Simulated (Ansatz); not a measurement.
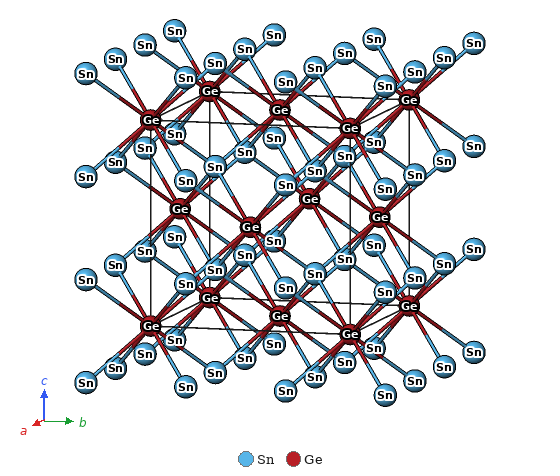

The compound is Sn₂Ge (space group Fm-3m, No. 225), taken as the geometry relaxed with DFT LDA, scalar-relativistic, plane waves, PAW in Ansatz 0.2.0; the starting structure was generated, so it need not be a known form of this composition.

Bonds are taken as Ge–Sn below 3.3 Å. Atoms with one bond or none are removed and atoms with two bonds are replaced by edges, until no such atom is left.

**What kind of net remains, and which atoms are its nodes?**

A binodal (4,8)-connected, three-periodic net: Sn is a 4-connected node; Ge is an 8-connected node, in the ratio 2:1.

**Does the net have a name?**

It is the flu net, known from fluorite.

**Is the net interpenetrated?**

It is a single net, without interpenetration.

**How many nodes does the smallest cycle have?**

Four.

The simplified net, drawn on the atoms' positions. Nodes are coloured by element. Edges to nodes outside the piece are drawn as stubs.

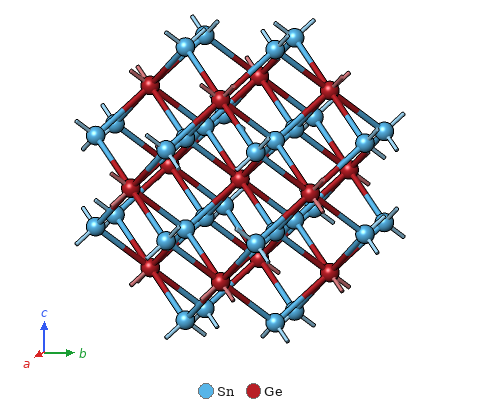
